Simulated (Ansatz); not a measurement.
# CH4BGaO2 (SMILES [OH][Ga]1[BH]O[CH2]1): wB97M-V/6-31G(d) (spherical functions)

Aim: the vertical ionisation energy of CH4BGaO2 at wB97M-V/6-31G* (spherical functions), from 2 runs. 

The calculation is run with Ansatz 0.2.0.

95 further runs of the same task are left out: 95 set aside as unsound or not needed. Runs told in other sessions of the task aren't counted.

### Step 1. Starting point

The species is CH4BGaO2 (9 atoms), meant as a singlet with charge 0. As SMILES, `[OH][Ga]1[BH]O[CH2]1`. The coordinates come from a PBE0-D4/def2-TZVP relaxation. This is one conformer, not always the lowest.

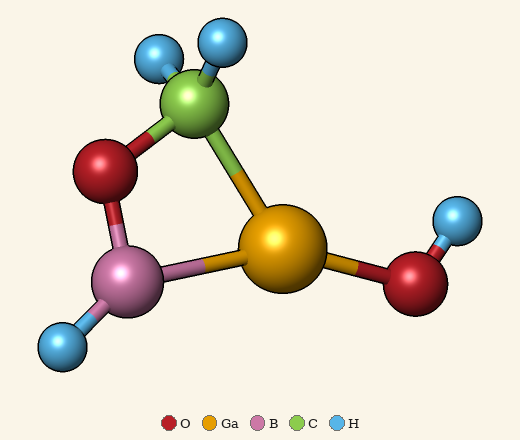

The structure, seen from a chosen angle (oxygen red, gallium amber, boron pink, carbon green, hydrogen blue).

### Step 2. The energy at wB97M-V/6-31G(d) (spherical functions)

File input.yaml:

```yaml
crystal:
  periodic: [false, false, false]
  atoms:
    - {symbol: O, position_ang: [-0.140900, 2.668400, -0.180000]}
    - {symbol: Ga, position_ang: [0.206000, 0.920500, -0.222600]}
    - {symbol: B, position_ang: [1.299500, -0.808200, -0.735000]}
    - {symbol: O, position_ang: [0.383300, -1.546100, -0.084800]}
    - {symbol: C, position_ang: [-0.698300, -0.762500, 0.515200]}
    - {symbol: H, position_ang: [-0.939100, 2.905000, 0.298100]}
    - {symbol: H, position_ang: [2.237800, -1.312200, -1.273600]}
    - {symbol: H, position_ang: [-0.704200, -0.956900, 1.589800]}
    - {symbol: H, position_ang: [-1.644100, -1.108100, 0.092800]}
basis:
  gaussian:
    orbitals: 6-31G_st_-spherical.json
total_charge: 0
magnetization:
  spin_polarized: false
  initial_magnetization: 0
hamiltonian:
  xc: {name: wB97M-V}
accuracy: high
output: {orbitals: {seedname: orbitals}}
```

The basis set 6-31G* is read from a file made from the Basis Set Exchange's data (not shown).

Launch:

```sh
$ ansatz run input.yaml --threads 1 --pin off --max-ram 2610MiB --events-out events.jsonl --progress --plain --runs-dir runs
```

The program printed:

```text
Warning: RAYON_NUM_THREADS=1 ignored (pool sized by the plan → 1); use --threads N
Functional definition: wB97M-V
  name "wB97M-V"
  parameter omega = 0.3/bohr
  parameter cx = 0.15
  parameter cx01 = 1.007
  parameter cx10 = 0.259
  parameter css00 = 0.443
  parameter css04 = -1.437
  parameter css10 = -4.535
  parameter css20 = -3.390
  parameter css43 = 4.278
  parameter cos00 = 1.000
  parameter cos10 = 1.358
  parameter cos20 = 2.924
  parameter cos21 = -8.812
  parameter cos60 = -1.390
  parameter cos61 = 9.142
  parameter b = 6.0
  parameter c = 0.01
  gx(w, u) = 1 - cx + cx01*u + cx10*w
  gss(w, u) = css00 + css04*u^4 + css10*w + css20*w^2 + css43*w^4*u^3
  gos(w, u) = cos00 + cos10*w + (cos20 + cos21*u)*w^2 + (cos60 + cos61*u)*w^6
  exchange = spin_sum(e_x_unif_sr(omega)*gx(b97_w, b97_u_x)) + cx*exact_x_sr(omega) + exact_x_lr(omega)
  correlation = spin_sum(e_c_pw_mod_same_spin*gss(b97_w, b97_u_same))
      + integral(e_c_pw_mod_opposite_spin*gos(b97_w_opposite, b97_u_opposite)) + vv10(b, c)
2182 factors; integrals over basis functions are off by at most 8.8e-9 eV
399 factors; integrals over basis functions are off by at most 2.1e-9 eV
mean field evaluation 1: about -58231.5259 eV, gradient 5.8e1 eV
mean field evaluation 2: about -58228.5318 eV, gradient 7.4e1 eV
mean field evaluation 4: about -58237.9374 eV, gradient 2.4e0 eV
mean field evaluation 8: about -58238.0796 eV, gradient 3.1e-1 eV
mean field evaluation 16: about -58238.0800 eV, gradient 2.2e-4 eV
mean field -58238.07999721 eV, -2140.2099647092 hartree, gradient 6.8e-8 eV, S^2 0.000000; 0 other end points of the search recorded, 0 dependent functions left out
reference -58238.08000341 eV, -2140.2099649367 hartree; 31, 31 occupied and 65, 65 virtual orbitals, 2182 factors
Total energy: -58238.08000341 eV, -2140.2099649367 hartree
```

Wall time 2.1 min (1 thread of Arm Neoverse V1, shared host); peak memory 0.71 GiB.

### Step 3. The doublet cation at the same level

File molecule.yaml:

```yaml
crystal:
  periodic: [false, false, false]
  atoms:
    - {symbol: O, position_ang: [-0.140900, 2.668400, -0.180000]}
    - {symbol: Ga, position_ang: [0.206000, 0.920500, -0.222600]}
    - {symbol: B, position_ang: [1.299500, -0.808200, -0.735000]}
    - {symbol: O, position_ang: [0.383300, -1.546100, -0.084800]}
    - {symbol: C, position_ang: [-0.698300, -0.762500, 0.515200]}
    - {symbol: H, position_ang: [-0.939100, 2.905000, 0.298100]}
    - {symbol: H, position_ang: [2.237800, -1.312200, -1.273600]}
    - {symbol: H, position_ang: [-0.704200, -0.956900, 1.589800]}
    - {symbol: H, position_ang: [-1.644100, -1.108100, 0.092800]}
basis:
  gaussian: {orbitals: 6-31G_st_-spherical.json}
total_charge: 1
magnetization: {spin_polarized: true, initial_magnetization: 1}
hamiltonian: {xc: {name: wB97M-V}}
accuracy: high
output: {orbitals: {seedname: orbitals}}
```

The basis set 6-31G* is read from a file made from the Basis Set Exchange's data (not shown).

Launch:

```sh
$ ansatz run molecule.yaml --threads 1 --pin off --max-ram 2610MiB --events-out events.jsonl --progress --plain --runs-dir runs
```

The program printed, cut to the lines that bear on the results:

```text
Warning: RAYON_NUM_THREADS=1 ignored (pool sized by the plan → 1); use --threads N
[... 2 set-up lines as earlier in the session ...]
[...]
  gx(w, u) = 1 - cx + cx01*u + cx10*w
  gss(w, u) = css00 + css04*u^4 + css10*w + css20*w^2 + css43*w^4*u^3
  gos(w, u) = cos00 + cos10*w + (cos20 + cos21*u)*w^2 + (cos60 + cos61*u)*w^6
[...]
      + integral(e_c_pw_mod_opposite_spin*gos(b97_w_opposite, b97_u_opposite)) + vv10(b, c)
2182 factors; integrals over basis functions are off by at most 8.8e-9 eV
399 factors; integrals over basis functions are off by at most 2.1e-9 eV
[...]
mean field -58229.02939910 eV, -2139.8773613633 hartree, gradient 7.1e-8 eV, S^2 0.758126; 2 other end points of the search recorded, 0 dependent functions left out
reference -58229.02940469 eV, -2139.8773615688 hartree; 31, 30 occupied and 65, 66 virtual orbitals, 2182 factors
Total energy: -58229.02940469 eV, -2139.8773615688 hartree
```

It took 4.4 min on 1 thread of Arm Neoverse V1, shared host; peak memory 1.3 GiB.

### Step 4. What came out

At wB97M-V/6-31G* (spherical functions):

```
                                          quantity           value
                    singlet CH4BGaO2: total energy  -2140.20996 Eh
                     singlet CH4BGaO2: HOMO energy        -8.88 eV
                     singlet CH4BGaO2: LUMO energy         0.26 eV
                   singlet CH4BGaO2: HOMO–LUMO gap         9.14 eV
                      doublet cation: total energy  -2139.87736 Eh
doublet cation: HOMO energy (highest over α and β)       -15.97 eV
 doublet cation: LUMO energy (lowest over α and β)        -9.24 eV
                              doublet cation: ⟨S²⟩           0.758
vertical ionisation energy (to the doublet cation)        9.051 eV
```

Removing an electron at fixed nuclei costs 9.05 eV (209 kcal/mol). −ε(HOMO) before ionisation, 8.88 eV, is 0.17 eV below this ionisation energy.
